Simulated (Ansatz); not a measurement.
In doubt: masses and optical values from hybrid runs of this build are listed as unsure (in some of the runs), which bears on the screening that GW takes from such a start; one-shot GW on d or f shells is unsure (in some of the runs), so the values of those runs are not to be relied on.

The crystal is BaNaCeSbO6 (F-43m).

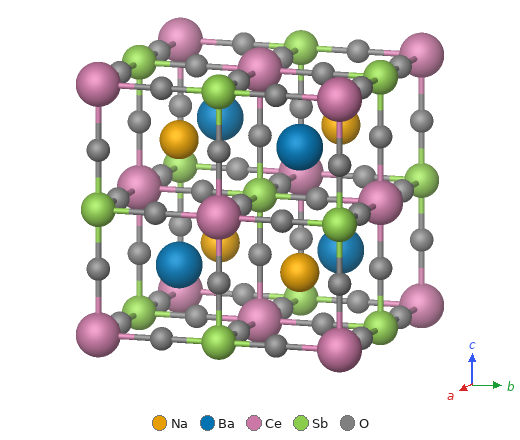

The structure (sodium orange, barium blue, cerium pink, antimony green, oxygen grey). Some periodic images of atoms are drawn too.

It takes space group F-43m (No. 216, cubic). The conventional cell has a = 8.487 Å, b = 8.487 Å, c = 8.487 Å, α = 90.00°, β = 90.00°, γ = 90.00°. Nearest to Na lie 12 O at 3.00 Å. Nearest to Ba lie 12 O at 3.00 Å. Nearest to Ce lie 6 O at 2.23 Å. Nearest to Sb lie 6 O at 2.01 Å. Nearest to O lie 1 Sb at 2.01 Å and 1 Ce at 2.23 Å and 2 Ba at 3.00 Å and 2 Na at 3.00 Å. Farther neighbours and most contacts between anions are not listed.

```xyz
10
Lattice="0.0000 4.2433 4.2433 4.2433 0.0000 4.2433 4.2433 4.2433 0.0000" Properties=species:S:1:pos:R:3 pbc="T T T"
Na    6.3650    6.3650    6.3650
Ba    2.1217    2.1217    2.1217
Ce    0.0000    0.0000    0.0000
Sb    4.2433    4.2433    4.2433
O     2.2294    4.2433    4.2433
O     6.2572    4.2433    4.2433
O     4.2433    4.2433    6.2572
O     4.2433    4.2433    2.2294
O     4.2433    2.2294    4.2433
O     4.2433    6.2572    4.2433
```

The cell and positions are those that the Materials Project relaxed with its own functionals (PBE, PBE+U or r2SCAN), kept fixed. Spin-orbit coupling is left out unless a run names it.

Gaps computed with Ansatz 0.2.0 without a self-energy: HSE06 3.73 eV, r2SCAN 2.17 eV and PBE0 4.50 eV.

Question: Estimate the G0W0@HSE06 gap with 4×4×4 mesh, 837 empty bands, screening to 180 eV, PAW set soft_1 files.

About 5.17 eV: on its mesh the run moves the gap from 3.73 eV by +1.44 eV. A band edge moves to another state on the way. Among the scalar-relativistic levels given, PBE0 is nearest (−0.67 eV). Bands and cutoff are finite, so the gap is not at the basis limit. The miss can reach some tenths of an eV and take either sign; the mesh is an error of its own. Empty 4f levels lie among the conduction bands. Their place in the start is unsure; it enters the screening, and the edge itself where they lie low. The runs have no spin polarisation. For a closed low-spin shell that is the natural state; where a d or f shell is open it is a constraint, and the gap is then not the crystal's own. The compound holds f electrons or empty f levels, where one-shot G0W0 is unsure. The many-body steps are scalar-relativistic: spin-orbit coupling is not in them.

[Paths, hosts, dates, memory and timing lines, banners, echoed tables and standing remarks are left out of the program output.]

[Logs are printed without paths, hosts, clocks, repeated set-up lines and the standing remarks that a program may print on its own settings, such as how far it seeks lower states.]

[Runs of the session that timed out or met a known fault of the program may be left out.]

[Cells called generated may have been cut or substituted from an entry of the Crystallography Open Database or the Materials Project.]

[Hosts, paths, dates, database ids (printed as entryN), source tags and the programs' standing remarks are cut or masked in the printed files.]
